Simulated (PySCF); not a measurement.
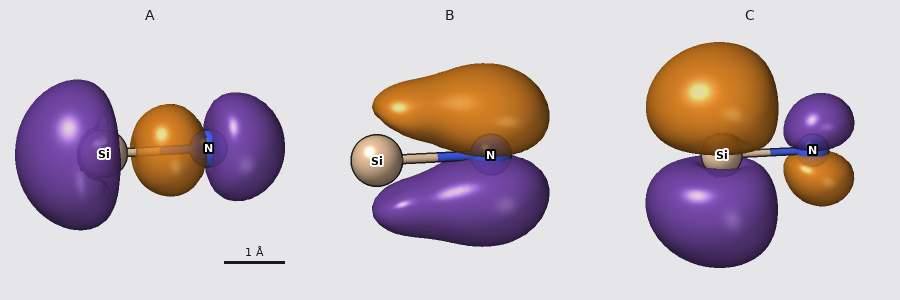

Figure 1: SiN (charge +1, triplet). Three frontier α-spin orbitals, each drawn at the value that holds 80 % of its norm (orange and purple are the two phases), in no order; of a degenerate pair one member is drawn.

The calculation used PySCF 2.14.0, PBE0/def2-SVP, non-relativistic Hamiltonian with scalar-relativistic core potentials where named, at a bond length of 1.803 Å.

> Label each orbital by symmetry, say whether it is occupied, and order them by energy.

Orbital B: π, occupied in this spin, −17.50 eV; mainly on N (80 %).
Orbital A: σ, occupied in this spin, −15.79 eV; shared between the atoms (Si 50 %, N 50 %).
Orbital C: π, empty in this spin, −10.03 eV; mainly on Si (85 %).
